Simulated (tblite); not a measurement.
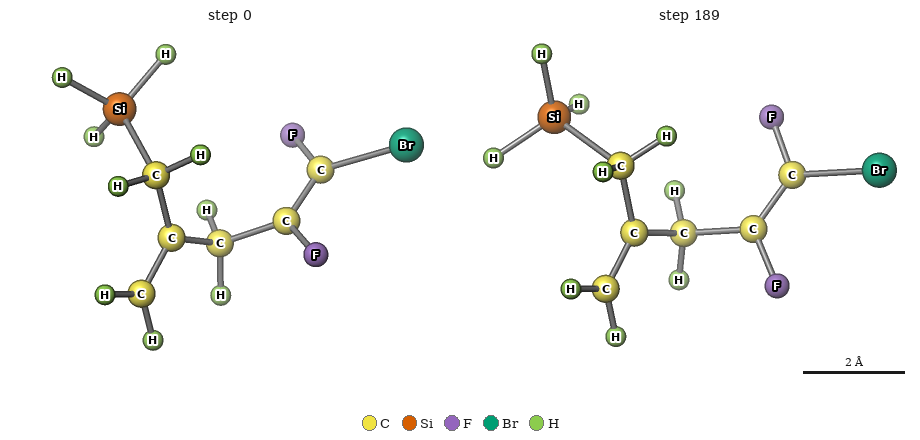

The structure of C$_{6}$H$_{9}$BrF$_{2}$Si before (left) and after (right) a relaxation, at one scale.

A ball-and-stick model, seen at a tilt.

Method: tblite 0.8.0, GFN2-xTB geometry optimisation, gas phase. 

### Describe what moved and what it gained.

After 189 geometry steps the energy has fallen by 10.3 kcal/mol. The largest move after the best rigid fit is that of an H atom, 1.75 Å. By element the largest moves are H 1.75 Å, F 1.12 Å, Br 0.75 Å, C 0.55 Å, Si 0.53 Å. Among the contacts that change: C–C 1.471 → 1.516 Å, C–Si 1.871 → 1.914 Å, C–F 1.372 → 1.338 Å, Br–C 1.921 → 1.887 Å. Bond angles that change, for instance: C–C–C 124.7° → 115.6°, F–C–Br 121.3° → 113.4°, C–C–C 117.5° → 123.6°. Groups turn about C–Si by about 40°, C–C by about 25°.
